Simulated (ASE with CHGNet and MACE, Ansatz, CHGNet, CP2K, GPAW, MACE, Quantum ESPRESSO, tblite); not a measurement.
# Running generalised stacking fault on (111) (glide set) of a Ge-Sn solid solution (48 atoms) with machine-learned potentials

Wanted: machine-learned potentials inputs and outputs for generalised stacking fault on (111) (glide set) of a Ge-Sn solid solution (48 atoms), checked against a plane-wave reference.

Calculated with ASE with CHGNet and MACE; the method is named at each step.

## 1. The starting structure

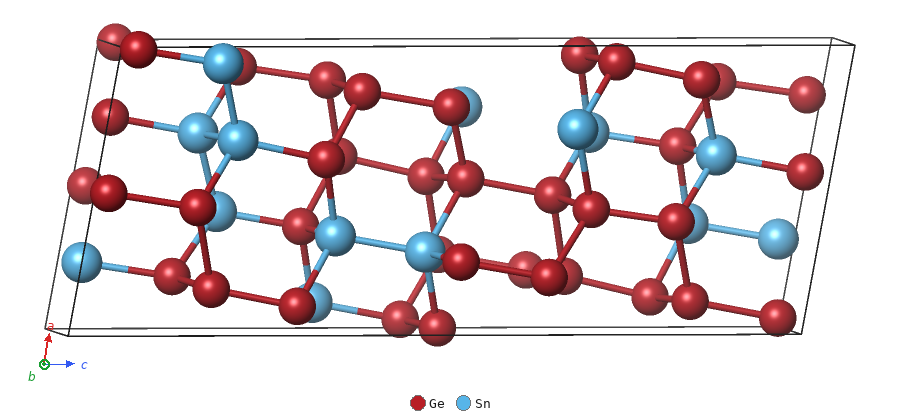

The starting structure, seen from the side, with the c axis across the page (germanium red, tin blue). Bonds to atoms that aren't drawn are left out. Some periodic images of atoms are drawn too.

The cell holds 48 atoms: 34 Ge and 14 Sn. Its edges and angles: a = 8.334 Å, b = 7.218 Å, c = 20.867 Å, α = 90.0°, β = 79.5°, γ = 90.0°. Diamond-structure Ge lattice (a = 5.8932 Å, the value set for the mixture), cell with z along [111], 2 x 1 x 2 periods; the third cell vector is tilted by 0.917 of 1/2[1-10] and lengthened by 0.1 Å, so the cell holds one fault (glide set); displaced by a Gaussian of 0.01 Å; 14 of 48 Ge sites given to Sn at random (lattice constant by Vegard's rule between Ge and Sn). Then every atom was moved at random, 0.05 Å r.m.s. a Cartesian component. The structure's axis is c.

The yardstick, on the same geometry:

- method: Kohn-Sham DFT, PBE, SSSP efficiency 1.3.0 pseudopotentials, plane waves (Quantum ESPRESSO 7.5); sssp-pbe-1.3.0-efficiency, cutoffs 45/360 Ry, Γ point
- r.m.s. force component: 1.177 eV/Å
- longest force: 5.194 eV/Å
- pressure: 8.323 GPa
- time: 2.2 min on 4 MPI ranks of Arm Neoverse V2, shared host
- CPU time: 8.6 min

## 2. CHGNet r2SCAN potential

Method: machine-learned interatomic potential CHGNet r2SCAN, trained on r2SCAN plane-wave data.

run.py reads:

```python
import numpy as np
from ase.io import read
import mlip  # loads the published weights by name

atoms = read("structure.xyz")
atoms.calc = mlip.calc("chgnet-r2scan")
energy = atoms.get_potential_energy()
forces = atoms.get_forces()
print(f"energy {energy:.6f} eV")
print("forces (eV/A)")
for i, (a, f) in enumerate(zip(atoms, forces)):
    print(f"{i:4d} {a.symbol:2s} {f[0]:10.5f} {f[1]:10.5f} {f[2]:10.5f}")
stress = -atoms.get_stress(voigt=False) * 160.21766
print("stress (GPa, compression positive)")
for row in stress:
    print(" ".join(f"{x:10.4f}" for x in row))
```

structure.xyz reads:

```xyz
48
Lattice="8.33424 0.00000 0.00000 0.00000 7.21767 0.00000 3.81983 0.00000 20.51464" Properties=species:S:1:pos:R:3 pbc="T T T"
Ge 6.28357 3.57765 0.39327
Sn 6.28492 3.53348 2.93031
Sn 6.31692 6.05353 3.85060
Ge 6.23705 5.95443 6.42724
Sn 2.08177 3.57340 0.34670
Ge 2.15423 3.59909 2.94159
Ge 2.02997 5.89842 3.88917
Ge 1.99748 6.00041 6.37246
Ge 4.19331 0.03313 0.39265
Ge 4.25518 7.16751 2.96826
Sn 4.17661 2.45798 3.95892
Ge 4.19458 2.46418 6.39277
Sn 4.13900 4.73328 7.19715
Sn 4.15049 4.78799 9.79000
Ge 6.33364 1.13527 7.21992
Ge 6.21977 1.16941 9.76435
Ge 6.38688 3.62710 10.65243
Ge 6.37776 3.60429 13.16999
Ge 6.20642 5.96143 14.10730
Ge 6.29669 6.00900 16.53870
Ge 8.34854 0.01234 0.48230
Sn 8.39584 7.14311 2.93359
Ge 8.32431 2.35051 3.82372
Ge 8.41127 2.38659 6.38641
Ge 8.30071 4.87084 7.19182
Ge 8.32732 4.85049 9.76251
Sn 2.11768 1.19712 7.22751
Ge 2.09978 1.06677 9.79143
Ge 2.08708 3.64608 10.63007
Ge 10.41627 3.66578 13.19809
Ge 10.45140 6.00488 14.04966
Ge 10.38775 6.00279 16.51470
Ge 4.08834 0.02649 10.61325
Ge 4.10944 0.01213 13.15747
Ge 4.16108 2.44203 14.03058
Ge 4.02488 2.42276 16.54013
Ge 4.14019 4.81159 17.45529
Ge 4.12130 4.74468 20.00362
Sn 6.25073 1.18435 17.34595
Sn 6.27787 1.23206 19.94495
Sn 8.32664 0.09361 10.50678
Sn 8.38477 7.14557 13.20199
Sn 8.29622 2.29594 13.99222
Ge 8.36767 2.41438 16.53111
Sn 8.34840 4.79823 17.43293
Ge 8.33528 4.84724 20.00239
Ge 10.35546 1.21019 17.43519
Ge 10.44735 1.20614 20.00239
```

Started as:

```console
$ OMP_NUM_THREADS=1 python run.py > output.txt
```

The log of the run:

```text
CHGNet vr2scan initialized with 412,525 parameters
CHGNet will run on cpu
energy -810.230103 eV
forces (eV/A)
   0 Ge    0.92861   -0.19729   -0.74269
   1 Sn    0.73656   -0.23994   -0.71946
   2 Sn   -1.13530   -0.09265    1.08566
   3 Ge    0.20493    0.30427    0.29997
   4 Sn    2.07503    0.82155    1.28531
   5 Ge   -0.52028    0.04916    0.17568
   6 Ge    0.72254    0.03783   -0.04283
   7 Ge   -0.02249   -0.01624   -0.04231
   8 Ge    3.03739   -1.22533    0.96681
   9 Ge   -1.06620    0.19357   -0.32758
  10 Sn   -0.93964   -0.90771   -0.25163
  11 Ge    0.36081   -1.20644    0.64222
  12 Sn   -0.18380    0.88764   -0.37279
  13 Sn    0.33076    0.09109    0.91018
  14 Ge   -0.07495    0.19704    0.03485
  15 Ge   -0.49132    0.40008   -0.19013
  16 Ge   -0.12941   -0.16152    0.00919
  17 Ge   -0.86681    0.32321   -0.14497
  18 Ge   -0.27758   -0.07977   -0.29606
  19 Ge   -0.41570   -0.50025    0.05469
  20 Ge    0.96563   -0.40230   -0.96514
  21 Sn    1.42710    0.93775   -0.21276
  22 Ge    0.79532    0.02731    0.40907
  23 Ge   -0.41896    0.22496   -0.05849
[...]
40 Sn   -0.35009   -0.39170   -0.31792
  41 Sn   -0.29106   -1.74108   -0.10135
  42 Sn    0.43504    1.72432    0.48215
  43 Ge    0.18497   -0.04412    0.27089
  44 Sn    0.08260    0.10224    0.01117
  45 Ge   -0.82989    0.21373    0.14244
  46 Ge    0.21483   -0.19161    0.04959
  47 Ge   -1.47811    0.09363   -0.09373
stress (GPa, compression positive)
    3.0234    -1.1977     0.7678
   -1.1977     3.2289    -0.1379
    0.7678    -0.1379     3.4118
```

Elapsed: 2.7 s, on 1 thread of Arm Neoverse V2, shared host; peak memory 0.54 GiB.

Banners, paths, timers and routine set-up lines are dropped from the logs unmarked, and long logs keep their key lines alone; longer cuts are marked.

Numbers from this run, and their distance from the reference:

| Quantity | Value |
| --- | --- |
| r.m.s. force component | 0.6937 eV/Å |
| r.m.s. difference of force components | 599.2 meV/Å |
| longest difference of force vectors | 2074 meV/Å |
| force difference over r.m.s. force | 50.92 % |
| slope of forces against the reference's | 0.5441 |
| correlation of force components | 0.923 |
| pressure | 3.221 GPa |
| pressure difference | -5.102 GPa |

Length of the force difference by element (eV/Å):

| element | atoms | mean | most |
| --- | --- | --- | --- |
| Ge | 34 | 0.96 | 2.1 |
| Sn | 14 | 0.92 | 1.6 |

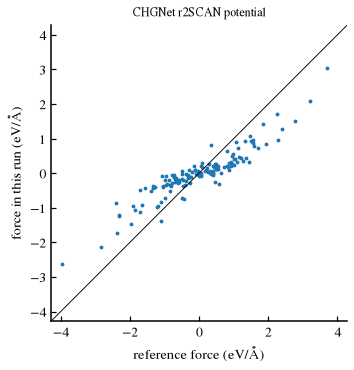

Force components against those of the reference; the line marks equality.

The surroundings of Ge34, picked at random, nearest first, numbered as they follow in the input and with coordinates relative to it.

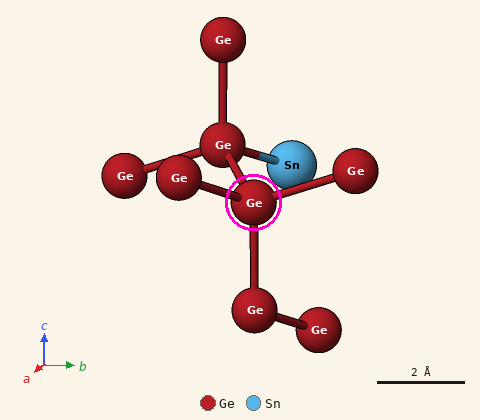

The atoms of the table, within 4.1 Å (arrows a, b, c point along x, y, z); some may hide others; the central atom is ringed.

| atom | x | y | z | distance (Å) | bonds | Fx | Fy | Fz (eV/Å) |
| --- | --- | --- | --- | --- | --- | --- | --- | --- |
| Ge34 | 0.00 | 0.00 | 0.00 | 0.00 | 4 | 0.11 | 0.08 | 0.10 |
| Ge31 | -1.99 | -1.22 | 0.89 | 2.50 | 4 | 0.56 | -0.26 | 0.11 |
| Ge33 | -0.02 | 0.01 | -2.54 | 2.54 | 4 | 0.45 | -0.01 | 0.28 |
| Ge35 | 0.05 | 2.43 | 0.87 | 2.58 | 4 | 0.04 | -0.04 | -0.07 |
| Ge19 | 2.10 | -1.27 | 0.95 | 2.63 | 4 | -0.28 | -0.08 | -0.30 |
| Ge28 | -2.01 | 1.05 | -3.37 | 4.06 | 4 | 0.50 | 0.84 | -0.12 |
| Sn42 | -4.06 | -0.08 | 0.04 | 4.06 | 4 | -0.29 | -1.74 | -0.10 |
| Ge30 | -2.03 | -3.56 | 0.04 | 4.10 | 4 | 0.25 | -0.07 | -0.12 |
| Ge32 | -2.06 | -1.23 | 3.36 | 4.12 | 4 | 0.33 | 0.20 | 0.22 |

Atoms are counted from 1 here, from 0 in the log.

Forces lie 51 % from the reference's, at 0.0050 times its CPU time (on 1 against 4 cores).

## 3. MACE MPA-0 medium potential

Method: machine-learned interatomic potential MACE MPA-0 medium, trained on PBE(+U) plane-wave data.

run.py: that of step 2 with these lines changed.

```diff
@@ -5,3 +5,3 @@
 atoms = read("structure.xyz")
-atoms.calc = mlip.calc("chgnet-r2scan")
+atoms.calc = mlip.calc("mace-mpa-0-medium")
 energy = atoms.get_potential_energy()
```

structure.xyz is that of step 2.

The log of the run:

```text
energy -203.338579 eV
forces (eV/A)
   0 Ge    1.95630   -0.28198   -1.24453
   1 Sn    0.84392    0.36038   -0.60729
   2 Sn   -1.36670   -0.78968    1.11837
   3 Ge    0.69928    0.83531    0.20245
   4 Sn    3.56952    0.85572    1.78082
   5 Ge   -1.50369    0.23852    0.72873
   6 Ge    1.74297   -0.11034   -0.15517
   7 Ge   -0.13776   -0.56541   -0.65386
   8 Ge    4.23697   -2.04631    1.50542
   9 Ge   -2.03078    0.24445   -0.51086
  10 Sn   -1.01363   -1.55601   -1.16359
  11 Ge    1.15162   -2.38123    1.05642
  12 Sn   -0.43572    1.61725   -0.58876
  13 Sn    0.92979    0.19155    1.48081
  14 Ge   -0.37129    0.47301    0.07442
  15 Ge   -1.30864    1.25758   -0.51401
  16 Ge   -0.32094   -0.60290    0.02128
  17 Ge   -2.12887    0.76432   -0.31120
  18 Ge   -0.50129   -0.15525   -0.67843
  19 Ge   -1.36657   -0.95657   -0.18488
  20 Ge    1.87930   -1.01042   -2.15597
  21 Sn    1.48945    1.24387    0.18048
  22 Ge    1.70383    0.47851    0.76435
  23 Ge   -1.48773    0.91624   -0.55822
[...]
40 Sn   -0.57721   -1.17635    0.48430
  41 Sn   -0.76597   -2.24777   -0.46301
  42 Sn    1.15959    2.35294    0.82752
  43 Ge    0.45984   -0.59381    0.67201
  44 Sn    0.09691    0.06954    0.08294
  45 Ge   -1.57109    0.53786    0.87334
  46 Ge    0.27944   -0.39367   -0.07698
  47 Ge   -2.41441    0.45218   -0.28285
stress (GPa, compression positive)
    5.1171    -1.6670     1.3799
   -1.6670     4.6351    -0.4702
    1.3799    -0.4702     4.7399
```

Run time: 5.8 s. Hardware: 1 thread; peak memory 0.69 GiB.

Numbers from this run, and their distance from the reference:

```yaml
r_m_s_force_component: 1.183 eV/Å
r_m_s_difference_of_force_components: 318.5 meV/Å
longest_difference_of_force_vectors: 1080 meV/Å
force_difference_over_r_m_s_force: 27.07 %
slope_of_forces_against_the_reference_s: 0.9683
correlation_of_force_components: 0.9636
pressure: 4.831 GPa
pressure_difference: -3.493 GPa
```

Against the first run (51 %), the force difference from the reference is 27 %, at 2.2 times the CPU time.

## 4. MACE MP-0b2 small potential

Method: machine-learned interatomic potential MACE MP-0b2 small, trained on PBE(+U) plane-wave data.

run.py: that of step 3 with these lines changed.

```diff
@@ -5,3 +5,3 @@
 atoms = read("structure.xyz")
-atoms.calc = mlip.calc("mace-mpa-0-medium")
+atoms.calc = mlip.calc("mace-mp-0b2-small")
 energy = atoms.get_potential_energy()
```

structure.xyz is that of step 3.

The log of the run:

```text
energy -203.635074 eV
forces (eV/A)
   0 Ge    2.00731   -0.29166   -0.99376
   1 Sn    0.89484    0.24369   -0.59617
   2 Sn   -1.30255   -0.60885    1.19599
   3 Ge    0.58611    0.68222    0.20405
   4 Sn    3.46880    0.81003    1.72698
   5 Ge   -1.56061   -0.00088    0.61931
   6 Ge    1.84234    0.06746   -0.18716
   7 Ge   -0.18171   -0.62131   -0.49651
   8 Ge    4.28987   -2.04825    1.44822
   9 Ge   -2.06291    0.14506   -0.46138
  10 Sn   -0.99208   -1.50538   -1.09939
  11 Ge    1.33716   -2.31231    1.16980
  12 Sn   -0.44345    1.58702   -0.71355
  13 Sn    0.97880    0.07045    1.35513
  14 Ge   -0.62713    0.54565   -0.11494
  15 Ge   -1.35445    1.06860   -0.31324
  16 Ge   -0.13006   -0.66335    0.08115
  17 Ge   -1.90503    0.75097   -0.33934
  18 Ge   -0.54581   -0.18548   -0.76518
  19 Ge   -1.30909   -0.88743   -0.08583
  20 Ge    2.00348   -1.34238   -1.87354
  21 Sn    1.58187    1.19549    0.13019
  22 Ge    1.72523    0.60261    0.71087
  23 Ge   -1.43949    0.99191   -0.64619
[...]
40 Sn   -0.59449   -0.95543    0.29002
  41 Sn   -0.67331   -2.14076   -0.39555
  42 Sn    1.05621    2.17561    0.73054
  43 Ge    0.53861   -0.63453    0.52781
  44 Sn    0.10963    0.01853    0.27570
  45 Ge   -1.79363    0.69751    0.67275
  46 Ge    0.14400   -0.37876   -0.02128
  47 Ge   -2.56555    0.48207   -0.34654
stress (GPa, compression positive)
    4.2859    -1.7871     1.3311
   -1.7871     3.8174    -0.3637
    1.3311    -0.3637     4.5037
```

It took 5 s on 1 thread; peak memory 0.66 GiB.

Compared with the plane-wave run:

* r.m.s. force component: 1.176 eV/Å
* r.m.s. difference of force components: 331.7 meV/Å
* longest difference of force vectors: 1067 meV/Å
* force difference over r.m.s. force: 28.19 %
* slope of forces against the reference's: 0.9599
* correlation of force components: 0.9603
* pressure: 4.202 GPa
* pressure difference: -4.121 GPa

Against the first run (51 %), the force difference from the reference is 28 %, at 1.9 times the CPU time.

## 5. The ladder

Differences are against the plane-wave reference, forces as r.m.s. over components; share is that over the reference's r.m.s. force, slope the least-squares factor from reference forces to these. Total energies of different programs have different zeros and aren't compared.

```csv
run,"Δ force, r.m.s. (meV/Å)",share (%),slope,Δ pressure (GPa),cores,CPU time,memory (GiB)
reference,-,-,-,-,4,8.6 min,2.9
CHGNet r2SCAN potential,599,50.9,0.544,-5.10,1,2.6 s,0.54
MACE MPA-0 medium potential,319,27.1,0.968,-3.49,1,5.6 s,0.69
MACE MP-0b2 small potential,332,28.2,0.960,-4.12,1,5 s,0.66
```

Times of the machine-learned potentials are mostly Python's start and the loading of weights.

CPU time is summed over cores on a shared host, where runs went side by side, so it is rough. Symmetry, cutoffs, thresholds, outputs and thread counts weren't matched or tuned between programs; memory under MPI is the largest rank's times the ranks.

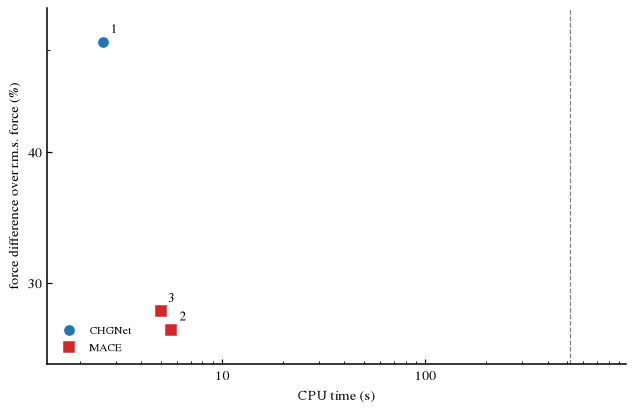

Force difference against CPU time; the dashed line marks the reference's time. Points: 1 CHGNet r2SCAN potential; 2 MACE MPA-0 medium potential; 3 MACE MP-0b2 small potential.

## 6. What came out

```
nearest in forces : MACE MPA-0 medium potential, 27 %
its CPU time      : 5.6 s
```

**Reading.** Machine-learned potentials differ by 27 % (MACE MPA-0 medium potential) to 51 % (CHGNet r2SCAN potential); they were trained on other programs' data, some at another functional. The reference's pressure holds the uncorrected Pulay stress of its 45 Ry basis, so small pressure differences, and their order, may be the reference's own error. Machine-learned potentials mimic data converged in k, so the reference's own k-point error enters their differences. The reference's stress is far from hydrostatic: its diagonal is 16.0, 3.0, 6.0 GPa, compression counted positive. The host structure and its lattice constant were typed by rule, without a check against the phase diagram. The reference's pressure of 8.3 GPa belongs to a cell and atoms that aren't relaxed at this level. The electronic-structure runs sample only Γ, in a cell whose shortest periodic width is 7 Å, which is coarse for a cell with partly filled levels.

[Also dropped from logs without a mark: logging warnings of Python, and SIESTA's first energy breakdown and zero terms.]

[Logs are printed without paths, hosts, clocks, repeated set-up lines and the standing remarks that a program may print on its own settings, such as how far it seeks lower states.]

[Hosts, paths, dates, database ids (printed as entryN), source tags and the programs' standing remarks are cut or masked in the printed files.]
